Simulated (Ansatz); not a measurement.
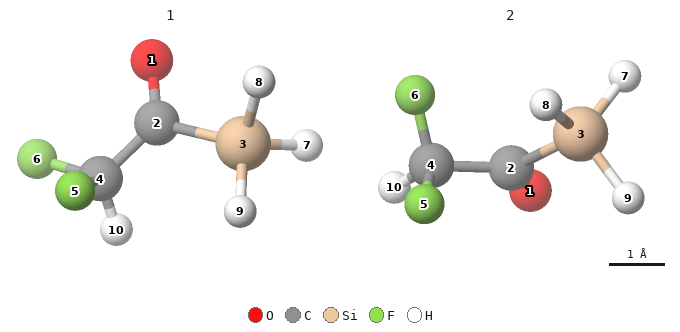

Two geometries of C2H4F2OSi, drawn at one scale. One is the start of a relaxation, the other its converged end. The picture is a ball-and-stick view, seen at a tilt.

Computed with Ansatz 0.2.0, RKS LDA/6-31G*. Set-up: no spin polarisation; force threshold 0.015 eV/Å; at most 40 steps.

Which one is relaxed?

Structure 2 is the relaxed one. The run prepares an end point of a later path (torsion) calculation, from a guessed geometry. Over 37 accepted moves (38 points after the start) the energy falls by 67.4 kJ/mol. The largest force component goes from 5 to 0.015 eV/Å. The line search rejected the trial step at point 22 of the run. O1 moves most after the best rigid fit: 2.62 Å. By element the largest moves are O 2.62 Å, F 1.70 Å, H 1.42 Å, C 0.92 Å, Si 0.22 Å. Near-neighbour distances that change, for instance: C4–F5 1.437 → 1.354 Å, C2–Si3 1.864 → 1.931 Å, C4–H10 1.044 → 1.110 Å, O1–C2 1.275 → 1.215 Å. Bond angles that change, for instance: C2–Si3–H9 113.9° → 106.0°, C2–C4–F6 114.3° → 107.1°, C2–Si3–H7 112.0° → 106.1°. Groups turn about C2–Si3 by about 125°, C2–C4 by about 120°. Cost: 58 s on 2 threads of Arm Neoverse V1, on a shared host, peak memory 0.15 GiB.
